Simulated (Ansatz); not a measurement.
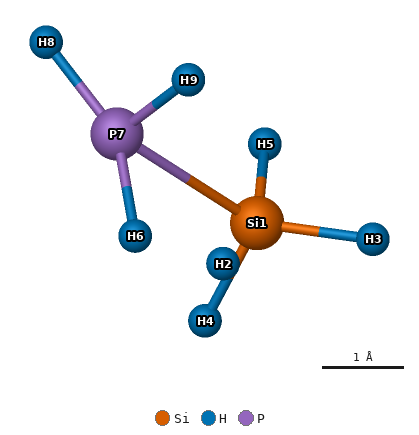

The input geometry of run A (ball-and-stick view, seen at a tilt; atoms are numbered from 1 in the order of the input). Bond lengths as drawn: H–P 1.41 to 1.55 Å, H–Si 1.49 to 1.50 Å and P–Si 2.38 Å.

## SiPH7: a changed input and its effect

System: SiPH7.
Method of run A: RKS BLYP-D4/def2-TZVPP (Ansatz 0.2.0).

The geometry comes from this level: PBE0-D4/def2-TZVP. Text and figures count atoms from 1; the logs count them from 0 in places.

## Input, run A
```yaml
crystal:
  periodic: [false, false, false]
  atoms:
    - {symbol: Si, position_ang: [-0.863300, 0.616100, -0.318330]}
    - {symbol: H, position_ang: [-0.534360, -1.151294, -0.535361]}
    - {symbol: H, position_ang: [-1.269703, 0.680748, -1.754758]}
    - {symbol: H, position_ang: [-1.991171, 0.313247, 0.599213]}
    - {symbol: H, position_ang: [-0.465490, 2.038964, -0.056527]}
    - {symbol: H, position_ang: [0.182607, -1.614693, 0.305512]}
    - {symbol: P, position_ang: [1.023615, -0.386280, 0.729621]}
    - {symbol: H, position_ang: [2.181554, 0.025482, 1.510840]}
    - {symbol: H, position_ang: [1.736248, -0.522374, -0.480209]}
basis:
  gaussian: {orbitals: def2-TZVPP}
hamiltonian: {xc: {name: BLYP}, dispersion: d4}
```

Command:
```bash
ansatz run in.yaml --threads 2 --pin off --events-out ev --progress --plain --max-ram 4352MiB
```

Hardware: 2 CPU threads, shared host.

## Output (run A)
```
Functional definition: BLYP
  parameter beta = 0.0042
  parameter a = 0.04918
  parameter b = 0.132
  parameter c = 0.2533
  parameter d = 0.349
  exchange = b88_x(beta = beta)
  correlation = lyp_c(a = a, b = b, c = c, d = d)
988 factors; their error is unknown
mean field evaluation 1: about -17274.8954 eV, gradient 2.4e1 eV
mean field evaluation 2: about -17272.7443 eV, gradient 3.4e1 eV
mean field evaluation 4: about -17277.1309 eV, gradient 3.0e0 eV
mean field evaluation 8: about -17277.1560 eV, gradient 3.1e-2 eV
mean field evaluation 16: about -17277.1236 eV, gradient 5.8e-5 eV
mean field -17277.12357247 eV, -634.9225804331 hartree, gradient 5.8e-5 eV, S^2 0.000000; 0 other end points of the search recorded, 0 dependent functions left out
reference -17277.12391809 eV, -634.9225931348 hartree; 18, 18 occupied and 164, 164 virtual orbitals, 988 factors
Total energy: -17277.49890384 eV, -634.9363736069 hartree
```

The input of run B differs as follows (lines with − go, lines with + come):
```diff
-    - {symbol: Si, position_ang: [-0.863300, 0.616100, -0.318330]}
-    - {symbol: H, position_ang: [-0.534360, -1.151294, -0.535361]}
-    - {symbol: H, position_ang: [-1.269703, 0.680748, -1.754758]}
-    - {symbol: H, position_ang: [-1.991171, 0.313247, 0.599213]}
-    - {symbol: H, position_ang: [-0.465490, 2.038964, -0.056527]}
-    - {symbol: H, position_ang: [0.182607, -1.614693, 0.305512]}
-    - {symbol: P, position_ang: [1.023615, -0.386280, 0.729621]}
-    - {symbol: H, position_ang: [2.181554, 0.025482, 1.510840]}
-    - {symbol: H, position_ang: [1.736248, -0.522374, -0.480209]}
+    - {symbol: Si, position_ang: [-1.503689, 0.732765, -0.835874]}
+    - {symbol: H, position_ang: [-0.797860, -0.466944, -1.355583]}
+    - {symbol: H, position_ang: [-2.626447, 1.062589, -1.753561]}
+    - {symbol: H, position_ang: [-2.043904, 0.449831, 0.516383]}
+    - {symbol: H, position_ang: [-0.564861, 1.880232, -0.780233]}
+    - {symbol: H, position_ang: [1.228627, -1.929121, 1.054372]}
+    - {symbol: P, position_ang: [1.455749, -0.528377, 1.062459]}
+    - {symbol: H, position_ang: [2.443516, -0.607975, 2.078859]}
+    - {symbol: H, position_ang: [2.408867, -0.593102, 0.013179]}
```

Predict how the results change.

With the same method and basis, run B lies 56.8 kcal/mol lower.

## Output (run B)
```
Functional definition: BLYP
  parameter beta = 0.0042
  parameter a = 0.04918
  parameter b = 0.132
  parameter c = 0.2533
  parameter d = 0.349
  exchange = b88_x(beta = beta)
  correlation = lyp_c(a = a, b = b, c = c, d = d)
988 factors; their error is unknown
mean field evaluation 1: about -17277.7375 eV, gradient 2.3e1 eV
mean field evaluation 2: about -17278.7364 eV, gradient 1.8e1 eV
mean field evaluation 4: about -17279.7333 eV, gradient 8.3e-1 eV
mean field evaluation 8: about -17279.7032 eV, gradient 2.8e-1 eV
mean field evaluation 16: about -17279.7033 eV, gradient 2.7e-5 eV
mean field -17279.70332784 eV, -635.0173846945 hartree, gradient 2.7e-5 eV, S^2 0.000000; 0 other end points of the search recorded, 0 dependent functions left out
reference -17279.70372790 eV, -635.0173993965 hartree; 18, 18 occupied and 164, 164 virtual orbitals, 988 factors
Total energy: -17279.96244474 eV, -635.0269070649 hartree
```

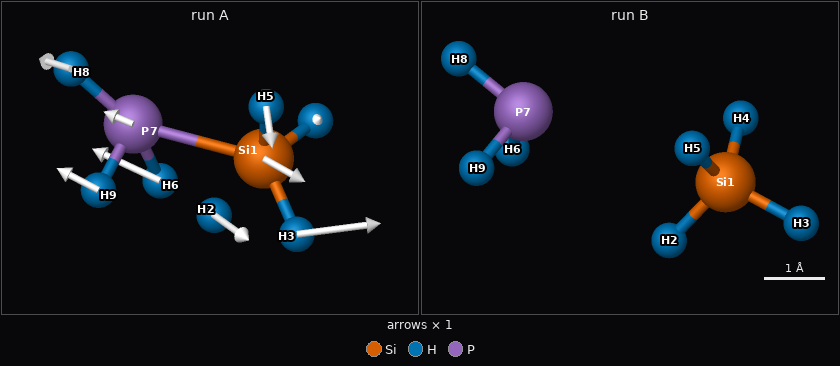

The two input geometries at one scale (ball-and-stick view, seen at a tilt). The white arrows on the first give the shifts of the atoms after the best rigid fit, at true length. H3 moves most after the best rigid fit: 1.44 Å. Largest moves by element: H 1.44 Å, Si 0.82 Å, P 0.56 Å. Among the contacts that change: Si1–P7 2.380 → 3.735 Å, Si1–H2 1.811 → 1.486 Å, H6–P7 1.548 → 1.419 Å, P7–H8 1.456 → 1.420 Å.

## The two runs side by side

| quantity | run A | run B |
| --- | --- | --- |
| outcome | converged | converged |
| total energy (hartree) | −634.936374 | −635.026907 |
| basis functions | 182 | 182 |
| wall time (shared host) | 2.6 s | 1.6 s |
